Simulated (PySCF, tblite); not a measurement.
# C₇H₁₂FNSi: geometry, infrared bands and NMR shifts

Wanted: the infrared bands and NMR shifts of C₇H₁₂FNSi (`C[C@@H](F)[C@@H]1CC[Si@H]1CC#N`), by calculation.

Computed with tblite 0.8.0 and PySCF 2.14.0, with density-fitted response routines of our own, on a single molecule in the gas phase. Atoms are numbered from 0 throughout.

## 1. The molecule as given

22 atoms, charge 0, multiplicity 1; geometry from: force field or distance geometry start.

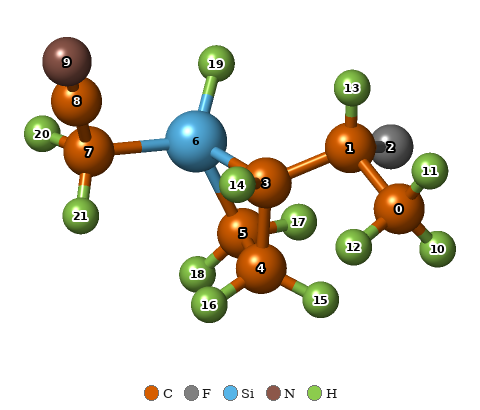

The starting geometry (carbon orange, fluorine grey, silicon blue, nitrogen brown, hydrogen green), atoms numbered; sticks join atoms by distance.

## 2. Optimising the geometry with GFN2-xTB

Job settings and geometry (Å):

```
{"job": {"kind": "relax", "xc": "GFN2-xTB", "basis": "xTB"}, "charge": 0, "multiplicity": 1}
C      2.761400     0.203400     0.132300
C      1.565500     0.192900    -0.855700
F      1.706700    -0.987600    -1.563500
C      0.344200     0.214900     0.005400
C      0.208200    -0.966600     0.979500
C     -0.671600    -1.739700     0.007900
Si    -1.276400    -0.175600    -0.762900
C     -2.627700     0.734500     0.147500
C     -2.457100     2.189600    -0.011800
N     -2.322400     3.325200    -0.136000
H      3.192600    -0.787800     0.271900
H      3.426800     0.978600    -0.242100
H      2.383500     0.582500     1.131900
H      1.647500     1.047400    -1.515300
H      0.303600     1.169000     0.586300
H      1.188800    -1.437700     1.162200
H     -0.345800    -0.700800     1.901200
H     -0.089200    -2.410000    -0.674600
H     -1.451500    -2.273000     0.599200
H     -1.366500    -0.145700    -2.209000
H     -3.644200     0.478100    -0.185400
H     -2.486900     0.527800     1.230200
```

Launch:

```
$ OMP_NUM_THREADS=1 python probes_run.py task.json out
```

The driver reads the jobs from task.json and runs them one after another.

Log:

```text
step      E/eV     max force
  0    -827.02213    3.165
  1    -827.42558    1.085
  2    -827.55352    2.291
  3    -827.59944    4.790
  4    -827.74940    0.813
  5    -827.79662    0.626
  6    -827.83220    0.547
  7    -827.84858    0.355
  8    -827.86675    0.379
  9    -827.87622    0.325
 10    -827.88337    0.217
 11    -827.88986    0.212
 12    -827.89859    0.307
 13    -827.90788    0.313
 14    -827.91568    0.224
 15    -827.92119    0.182
 16    -827.92597    0.183
 17    -827.93103    0.202
 18    -827.93597    0.148
 19    -827.93986    0.110
 20    -827.94263    0.112
 21    -827.94506    0.121
 22    -827.94789    0.129
 23    -827.95141    0.123
 24    -827.95544    0.144
 25    -827.95949    0.152
 26    -827.96333    0.155
 27    -827.96703    0.145
 28    -827.97076    0.128
 29    -827.97471    0.166
 30    -827.97878    0.163
 31    -827.98288    0.163
 32    -827.98738    0.178
 33    -827.99287    0.180
 34    -827.99932    0.168
 35    -828.00573    0.174
 36    -828.01133    0.149
 37    -828.01620    0.164
 38    -828.02028    0.144
 39    -828.02366    0.129
 40    -828.02665    0.127
 41    -828.02949    0.207
 42    -828.03282    0.260
 43    -828.03647    0.178
 44    -828.03956    0.084
 45    -828.04073    0.079
 46    -828.04354    0.134
 47    -828.04558    0.133
 48    -828.04731    0.087
 49    -828.04846    0.104
 50    -828.04976    0.108
 51    -828.05122    0.115
 52    -828.05246    0.111
 53    -828.05324    0.086
 54    -828.05384    0.073
 55    -828.05443    0.059
 56    -828.05500    0.070
 57    -828.05570    0.075
 58    -828.05623    0.053
 59    -828.05671    0.049
 60    -828.05721    0.061
 61    -828.05772    0.056
 62    -828.05816    0.046
 63    -828.05854    0.039
 64    -828.05896    0.058
 65    -828.05948    0.067
 66    -828.06003    0.052
 67    -828.06053    0.038
 68    -828.06098    0.040
 69    -828.06147    0.047
 70    -828.06201    0.049
 71    -828.06255    0.044
 72    -828.06304    0.045
 73    -828.06348    0.041
 74    -828.06392    0.048
 75    -828.06440    0.054
 76    -828.06493    0.060
 77    -828.06552    0.067
 78    -828.06607    0.060
 79    -828.06673    0.058
 80    -828.06741    0.055
 81    -828.06910    0.091
 82    -828.07043    0.114
 83    -828.07310    0.146
 84    -828.07505    0.106
 85    -828.07630    0.143
 86    -828.07684    0.091
 87    -828.07753    0.066
 88    -828.07805    0.058
 89    -828.07836    0.049
 90    -828.07861    0.033
 91    -828.07882    0.036
 92    -828.07905    0.031
 93    -828.07923    0.022
 94    -828.07935    0.018
 95    -828.07944    0.021
 96    -828.07953    0.023
 97    -828.07965    0.023
 98    -828.07978    0.023
 99    -828.07992    0.023
100    -828.08007    0.024
101    -828.08023    0.025
102    -828.08040    0.031
103    -828.08057    0.033
104    -828.08079    0.036
105    -828.08106    0.067
106    -828.08124    0.156
107    -828.08160    0.058
108    -828.08190    0.071
109    -828.08247    0.050
110    -828.08291    0.042
111    -828.08349    0.043
112    -828.08387    0.068
113    -828.08414    0.037
114    -828.08441    0.038
115    -828.08470    0.049
116    -828.08517    0.060
117    -828.08560    0.051
118    -828.08596    0.036
119    -828.08623    0.040
120    -828.08649    0.043
121    -828.08674    0.034
122    -828.08701    0.040
123    -828.08725    0.043
124    -828.08753    0.053
125    -828.08791    0.056
126    -828.08825    0.053
127    -828.08873    0.052
128    -828.08926    0.054
129    -828.08999    0.054
130    -828.09101    0.064
131    -828.09234    0.074
132    -828.09346    0.121
133    -828.09355    0.123
134    -828.09541    0.081
135    -828.09618    0.073
136    -828.09721    0.067
137    -828.09918    0.079
138    -828.10041    0.077
139    -828.10183    0.087
140    -828.10243    0.090
141    -828.10317    0.048
142    -828.10349    0.044
143    -828.10372    0.031
144    -828.10394    0.030
145    -828.10405    0.023
146    -828.10413    0.019
147    -828.10419    0.026
148    -828.10428    0.023
149    -828.10442    0.023
150    -828.10457    0.026
151    -828.10473    0.028
152    -828.10486    0.027
153    -828.10501    0.029
154    -828.10517    0.032
155    -828.10533    0.031
156    -828.10548    0.030
157    -828.10561    0.027
158    -828.10576    0.033
159    -828.10592    0.036
160    -828.10605    0.023
161    -828.10614    0.018
162    -828.10621    0.019
163    -828.10629    0.022
164    -828.10638    0.022
165    -828.10648    0.023
166    -828.10658    0.021
167    -828.10668    0.020
168    -828.10677    0.023
169    -828.10684    0.021
170    -828.10691    0.020
171    -828.10698    0.022
172    -828.10704    0.021
173    -828.10709    0.016
174    -828.10713    0.013
175    -828.10715    0.009
```

It took 3 s on 1 thread of Arm Neoverse N1, shared host.

Relaxation path: (not every step is listed)

| step | energy from step 0 (eV) | largest force (eV/Å) |
| --- | --- | --- |
| 0 | 0.0000 | 3.1647 |
| 1 | -0.4035 | 1.0851 |
| 2 | -0.5314 | 2.2906 |
| 3 | -0.5773 | 4.7901 |
| 4 | -0.7273 | 0.8126 |
| 5 | -0.7745 | 0.6259 |
| 6 | -0.8101 | 0.5467 |
| 7 | -0.8265 | 0.3551 |
| 8 | -0.8446 | 0.3793 |
| 24 | -0.9333 | 0.1445 |
| 40 | -1.0045 | 0.1267 |
| 56 | -1.0329 | 0.0704 |
| 72 | -1.0409 | 0.0448 |
| 88 | -1.0559 | 0.0584 |
| 104 | -1.0587 | 0.0364 |
| 120 | -1.0644 | 0.0431 |
| 136 | -1.0751 | 0.0671 |
| 152 | -1.0827 | 0.0270 |
| 168 | -1.0846 | 0.0227 |
| 170 | -1.0848 | 0.0198 |
| 171 | -1.0849 | 0.0222 |
| 172 | -1.0849 | 0.0215 |
| 173 | -1.0850 | 0.0161 |
| 174 | -1.0850 | 0.0126 |
| 175 | -1.0850 | 0.0091 |

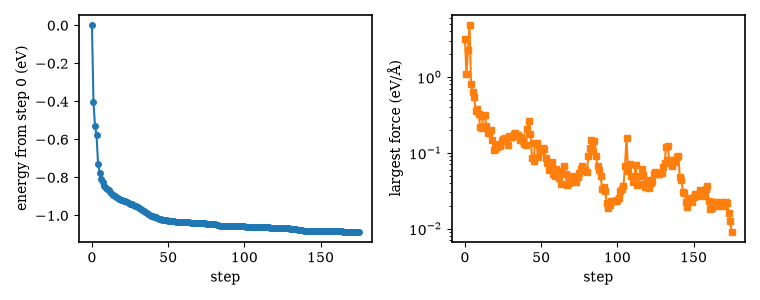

Energy and largest force along the relaxation.

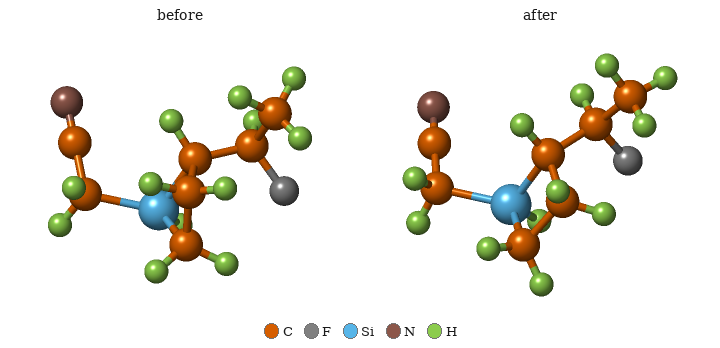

The geometry before (left) and after (right).

Close pairs (by a distance rule), those that changed most:

| bond | before (Å) | after (Å) | change (Å) |
| --- | --- | --- | --- |
| C3–Si6 | 1.836 | 1.920 | +0.084 |
| C5–Si6 | 1.846 | 1.911 | +0.065 |
| Si6–C7 | 1.866 | 1.920 | +0.053 |
| C0–H12 | 1.134 | 1.086 | -0.048 |
| C7–C8 | 1.474 | 1.427 | -0.047 |
| C5–H17 | 1.120 | 1.086 | -0.034 |
| C0–C1 | 1.551 | 1.522 | -0.030 |
| C3–H14 | 1.118 | 1.092 | -0.026 |

The end geometry stands in the next job.

## 3. Infrared spectrum with GFN2-xTB

Job settings and geometry (Å):

```
{"job": {"kind": "ir", "xc": "GFN2-xTB", "basis": "xTB"}, "charge": 0, "multiplicity": 1}
C      2.917644     0.441169     0.177395
C      1.576390     0.555915    -0.532183
F      1.633548    -0.185474    -1.707909
C      0.402126     0.060537     0.294030
C      0.452814    -1.434478     0.682532
C     -1.007082    -1.837892     0.396633
Si    -1.269458    -0.231443    -0.604016
C     -2.743536     0.869388    -0.056012
C     -2.548933     2.205415    -0.517607
N     -2.360925     3.268892    -0.896078
H      3.093563    -0.586000     0.486546
H      3.719269     0.745801    -0.491135
H      2.922924     1.084063     1.052940
H      1.400159     1.590898    -0.855507
H      0.331520     0.698904     1.177026
H      1.122271    -1.966974     0.009849
H      0.770909    -1.617178     1.707799
H     -1.102788    -2.785670    -0.124237
H     -1.594772    -1.906964     1.310602
H     -1.214926    -0.312960    -2.061217
H     -3.668884     0.481572    -0.480127
H     -2.842244     0.881866     1.029825
```

Log:

```text
mode    cm-1     km/mol
  1      27.9      7.67
  2      45.8      2.96
  3      73.3      4.06
  4     102.2      0.69
  5     127.2      0.51
  6     157.6      5.01
  7     190.2      0.69
  8     203.6      6.43
  9     233.0      4.21
 10     313.2      4.52
 11     375.7      1.79
 12     419.5      0.20
 13     442.3     14.96
 14     497.5      7.66
 15     544.4     65.84
 16     596.5     25.29
 17     633.5     55.73
 18     680.7      9.75
 19     710.0     65.20
 20     719.2     51.56
 21     759.6    108.61
 22     792.8    118.01
 23     872.3     46.16
 24     897.0     19.59
 25     951.4      5.56
 26     994.7      4.92
 27    1015.4     20.23
 28    1029.9      7.49
 29    1037.2     19.45
 30    1048.1     28.66
 31    1074.2      1.28
 32    1120.5      8.36
 33    1154.1     38.80
 34    1163.2      1.60
 35    1170.9    118.46
 36    1191.3     16.53
 37    1222.4      4.72
 38    1258.4      4.37
 39    1295.4      7.26
 40    1302.7     19.51
 41    1315.5     13.68
 42    1397.7     12.27
 43    1408.3      7.17
 44    1466.8      1.89
 45    1476.4      2.28
 46    1486.2      3.41
 47    1493.7      1.35
 48    2304.8    270.95
 49    2402.2    314.75
 50    2898.5     38.75
 51    2956.8     26.92
 52    2981.7     13.70
 53    2988.9     12.90
 54    2995.6     12.75
 55    3002.1     65.54
 56    3017.3     26.63
 57    3032.7     37.01
 58    3042.6     24.04
 59    3050.3     14.48
 60    3052.4     24.40
```

Run time: 1.9 s. Hardware: 1 thread of Arm Neoverse N1, shared host.

The strongest bands and the atoms that carry them (share of the mass-weighted mode):

| cm⁻¹ | km/mol | atoms |
| --- | --- | --- |
| 544 | 65.8 | H19 56 % |
| 710 | 65.2 | H18 21 %, C5 16 % |
| 760 | 108.6 | H21 21 %, C7 18 %, H20 14 %, C5 12 % |
| 793 | 118.0 | Si6 30 %, C5 17 % |
| 1171 | 118.5 | C7 38 %, H21 28 %, H20 27 % |
| 2305 | 270.9 | H19 97 % |
| 2402 | 314.8 | C8 60 %, N9 39 % |
| 3002 | 65.5 | H16 52 %, H18 39 % |

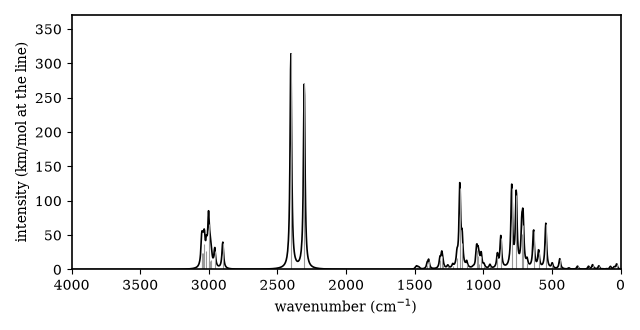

The infrared spectrum from these modes, unscaled. Lines are broadened to a width of 14 cm⁻¹ (Lorentzian).

## 4. NMR shieldings: PBE0/pcSseg-1

Same as in step 3 but for these lines:

```diff
@@ -1,2 +1,2 @@
-{"job": {"kind": "ir", "xc": "GFN2-xTB", "basis": "xTB"}, "charge": 0, "multiplicity": 1}
+{"job": {"kind": "nmr", "xc": "PBE0", "basis": "pcSseg-1"}, "charge": 0, "multiplicity": 1}
 C      2.917644     0.441169     0.177395
```

With the program's defaults for keys left out, this is: GIAO PBE0/pcSseg-1 NMR shielding, non-relativistic, gas phase.

Log:

```text
coarse grid: 18816 points
cycle   1  E = -717.1817189181  dE =  1.179e+00  |g| = 7.190e-01  |ddm| = 4.220e+00
cycle   2  E = -717.0014199756  dE =  1.803e-01  |g| = 1.185e+00  |ddm| = 1.597e+00
cycle   3  E = -717.2851078242  dE = -2.837e-01  |g| = 2.511e-01  |ddm| = 1.061e+00
cycle   4  E = -717.2980590759  dE = -1.295e-02  |g| = 6.564e-02  |ddm| = 1.932e-01
cycle   5  E = -717.2988604458  dE = -8.014e-04  |g| = 1.992e-02  |ddm| = 6.172e-02
cycle   6  E = -717.2989414843  dE = -8.104e-05  |g| = 3.738e-03  |ddm| = 1.806e-02
cycle   7  E = -717.2989442185  dE = -2.734e-06  |g| = 1.117e-03  |ddm| = 4.125e-03
final grid: 177448 points
cycle   8  E = -717.3655894101  dE = -5.538e-05  |g| = 1.043e-02  |ddm| = 3.594e-02
cycle   9  E = -717.3655724268  dE =  1.698e-05  |g| = 1.378e-02  |ddm| = 2.073e-02
cycle  10  E = -717.3656159023  dE = -4.348e-05  |g| = 1.397e-03  |ddm| = 1.198e-02
cycle  11  E = -717.3656162518  dE = -3.495e-07  |g| = 3.332e-04  |ddm| = 1.318e-03
cycle  12  E = -717.3656162634  dE = -1.152e-08  |g| = 2.175e-04  |ddm| = 3.396e-04
cycle  13  E = -717.3656162728  dE = -9.490e-09  |g| = 5.571e-05  |ddm| = 1.778e-04
cycle  14  E = -717.3656162735  dE = -6.100e-10  |g| = 1.393e-05  |ddm| = 5.316e-05
converged SCF energy = -717.3656162735

GIAO shielding tensors (ppm)
atom      isotropic    diamagn.    paramagn.     s11        s22        s33       span
  0 C      165.308     249.083     -83.775    144.156    164.787    186.981     42.825
  1 C       93.967     242.548    -148.581     59.976     81.782    140.144     80.168
  2 F      381.839     478.230     -96.391    329.802    390.885    424.830     95.029
  3 C      144.977     256.857    -111.879    125.540    146.212    163.181     37.641
  4 C      167.627     253.104     -85.477    151.154    170.344    181.381     30.228
  5 C      174.964     256.199     -81.235    157.063    175.037    192.793     35.730
  6 Si     355.127     882.326    -527.199    325.968    362.927    376.488     50.520
  7 C      184.723     256.089     -71.366    175.758    181.513    196.897     21.139
  8 C       65.968     260.710    -194.742    -49.850    -44.590    292.343    342.194
  9 N      -29.054     340.252    -369.305   -205.712   -184.741    303.293    509.005
 10 H       30.248      30.873      -0.625     25.958     30.790     33.996      8.038
 11 H       30.086      28.224       1.861     25.830     27.456     36.971     11.141
 12 H       30.965      30.288       0.677     26.446     28.954     37.496     11.051
 13 H       26.649      32.654      -6.005     24.581     25.711     29.653      5.072
 14 H       29.702      36.526      -6.823     27.213     29.421     32.473      5.260
 15 H       29.277      33.895      -4.618     25.202     29.814     32.816      7.613
 16 H       29.512      33.014      -3.501     24.327     27.999     36.211     11.885
 17 H       30.378      31.097      -0.719     25.828     27.551     37.756     11.928
 18 H       30.431      32.211      -1.780     26.992     28.128     36.174      9.181
 19 H       26.454      30.839      -4.386     23.135     26.128     30.098      6.962
 20 H       30.036      26.345       3.691     25.108     28.195     36.804     11.696
 21 H       29.954      30.939      -0.986     25.563     28.669     35.629     10.066
```

It took 2.1 min on 1 thread of Arm Neoverse N1, shared host; peak memory 1.1 GiB.

The references, computed at this level on geometries of the same kind, shield at (ppm): ¹H TMS 31.72, ¹³C TMS 186.9, ²⁹Si TMS 349.2, ¹⁹F CFCl3 170.9, ¹⁵N NH3 267.7. Their shielding less the atom's gives the shift. The references are single molecules in the gas phase, so shifts against H2O, NH3, PH3, H3PO4 or CFCl3 are not on the usual liquid scales and can be off by tens of ppm. Atoms listed in one row are averaged.

| atoms | environment | σ (ppm) | δ (ppm) | δ scaled to CDCl3 |
| --- | --- | --- | --- | --- |
| C8 | nitrile carbon | 66.0 | 121.0 | 116.1 |
| C1 | sp3 CH bonded to F | 94.0 | 93.0 | 88.8 |
| C3 | sp3 CH bonded to Si | 145.0 | 41.9 | 39.0 |
| C0 | methyl carbon | 165.3 | 21.6 | 19.2 |
| C4 | sp3 CH2 in a ring | 167.6 | 19.3 | 16.9 |
| C5 | sp3 CH2 bonded to Si | 175.0 | 12.0 | 9.8 |
| C7 | sp3 CH2 bonded to Si, α to a nitrile | 184.7 | 2.2 | 0.2 |
| H19 | hydrogen on a silicon bonded to 3 C, in a 4-membered ring | 26.45 | 5.26 | – |
| H13 | hydrogen on an sp3 CH bonded to F | 26.65 | 5.07 | 4.88 |
| H15 | hydrogen on an sp3 CH2 in a ring | 29.28 | 2.44 | 2.41 |
| H16 | hydrogen on an sp3 CH2 in a ring | 29.51 | 2.20 | 2.18 |
| H14 | hydrogen on an sp3 CH bonded to Si | 29.70 | 2.01 | 2.00 |
| H21 | hydrogen on an sp3 CH2 bonded to Si, α to a nitrile | 29.95 | 1.76 | 1.77 |
| H20 | hydrogen on an sp3 CH2 bonded to Si, α to a nitrile | 30.04 | 1.68 | 1.69 |
| H17 | hydrogen on an sp3 CH2 bonded to Si | 30.38 | 1.34 | 1.37 |
| H18 | hydrogen on an sp3 CH2 bonded to Si | 30.43 | 1.29 | 1.32 |
| H10, H11, H12 | hydrogen on a methyl carbon | 30.43 | 1.28 | 1.32 |
| F2 | fluorine on an sp3 carbon | 381.8 | -210.9 | – |
| Si6 | silicon bonded to 3 C, H, in a 4-membered ring | 355.1 | -6.0 | – |
| N9 | nitrile nitrogen | -29.1 | 296.8 | – |

The scaled column applies a straight-line fit of computed shieldings to shifts measured in CDCl3, and one for carbons that bear F (root-mean-square error 0.16 ppm for H, 1.9 ppm for C).

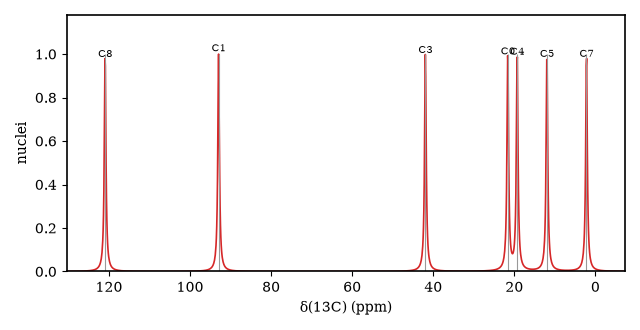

¹³C lines at the computed shifts, without couplings. Lines are broadened to a width of 0.48 ppm (Lorentzian).

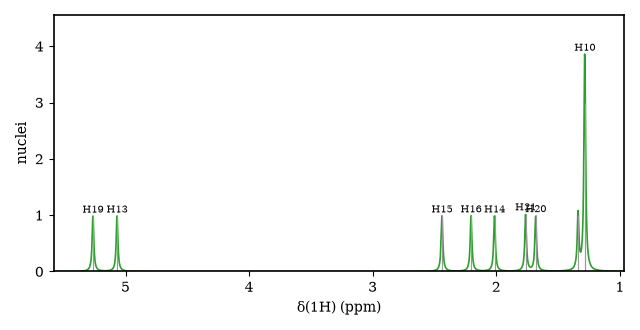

¹H lines at the computed shifts, without couplings. Lines are broadened to a width of 0.02 ppm (Lorentzian).

The run also stored atomic charges by several schemes (e):

| atoms | Mulliken | IAO | Hirshfeld | ESP fit |
| --- | --- | --- | --- | --- |
| C0 | -0.23 | -0.44 | -0.13 | -0.36 |
| C1 | 0.17 | 0.19 | 0.06 | 0.28 |
| F2 | -0.34 | -0.34 | -0.11 | -0.28 |
| C3 | -0.56 | -0.39 | -0.12 | -0.21 |
| C4 | -0.18 | -0.26 | -0.07 | 0.08 |
| C5 | -0.51 | -0.54 | -0.16 | -0.53 |
| Si6 | 0.86 | 0.91 | 0.39 | 0.65 |
| C7 | -0.51 | -0.58 | -0.13 | -0.79 |
| C8 | 0.02 | 0.14 | 0.08 | 0.50 |
| N9 | -0.25 | -0.27 | -0.24 | -0.51 |

IAO charges:

C0 -0.44; C1 0.19; F2 -0.34; C3 -0.39; C4 -0.26; C5 -0.54; Si6 0.91; C7 -0.58; C8 0.14; N9 -0.27; H10 0.14; H11 0.15; H12 0.15; H13 0.14; H14 0.15; H15 0.14; H16 0.14; H17 0.15; H18 0.15; H19 -0.10; H20 0.19; H21 0.19

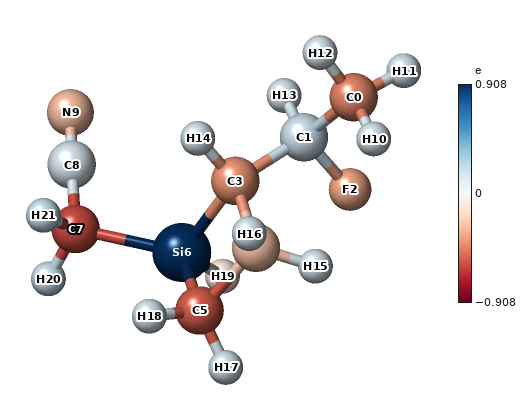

IAO charges, as colours on the atoms.

Mayer bond orders: C0–C1 1.04, C1–F2 0.85, C1–C3 1.00, C3–C4 0.97, C4–C5 1.01, C5–Si6 0.94, Si6–C7 0.82, C7–C8 1.04, C8–N9 3.04, Si6–C3 0.89.

Ring of atoms C3, C4, C5, Si6: NICS(0) -0.6, NICS(1) -1.0, NICS(1)zz 4.6 ppm (means of both faces).

The fields below are evaluated on a grid from the run's orbitals.

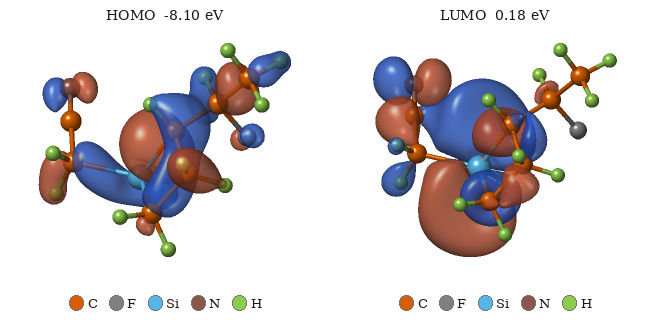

PBE0/pcSseg-1 orbitals near the gap, drawn at the value that encloses 70 % of each; the two colours are the two signs.

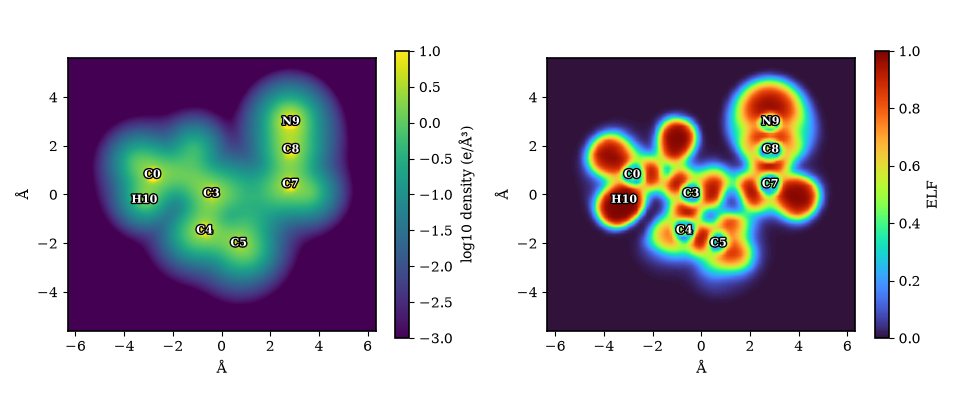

Density (left) and ELF (right) in a plane through or near 8 of the atoms.

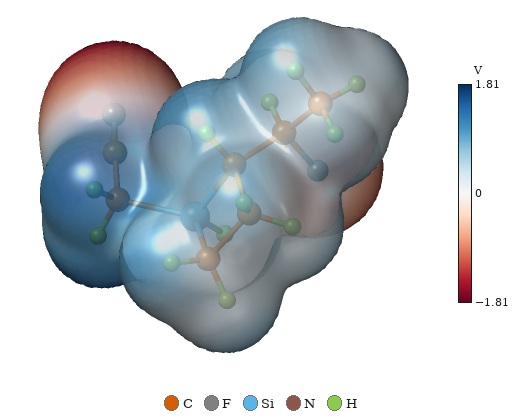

The potential that a unit positive charge feels on the 0.002 e/bohr³ surface, from -1.81 V near N9 to 1.45 V near H20.

## 5. Summary of results

| quantity | value |
| --- | --- |
| strongest single infrared mode (GFN2-xTB) | 2402 cm⁻¹, 315 km/mol |
| zero-point energy (GFN2-xTB) | 109.0 kcal/mol |
| ¹³C shifts against TMS (PBE0/pcSseg-1) | 121.0, 93.0, 41.9, 21.6, 19.3, 12.0, 2.2 ppm |
| ¹H shifts against TMS (PBE0/pcSseg-1, means over atoms taken as alike) | 5.26, 5.07, 2.44, 2.20, 2.01, 1.76, 1.68, 1.34, 1.29, 1.28 ppm |
| ¹⁹F shifts against CFCl3 (PBE0/pcSseg-1) | -210.9 ppm |
| ²⁹Si shifts against TMS (PBE0/pcSseg-1) | -6.0 ppm |
| ¹⁵N shifts against NH3 (PBE0/pcSseg-1) | 296.8 ppm |
| surface potential, least and greatest | -1.81 V and 1.45 V |

In words: Relaxing lowered the energy by 1.085 eV in 175 steps; the close pair that moved most is C3–Si6, from 1.836 to 1.920 Å. No mode is imaginary among the 60: a minimum at this level. The strongest single mode, at 2402 cm⁻¹, moves mainly C8 and N9. Unscaled tight-binding wavenumbers are off by several per cent, some by more. Its intensities can rank the bands wrongly. The most deshielded carbon is C8 (nitrile carbon), at 121.0 ppm: typical of a nitrile. At PBE0/pcSseg-1: Shielding is most anisotropic at N9 (span 509 ppm, paramagnetic term -369 ppm).
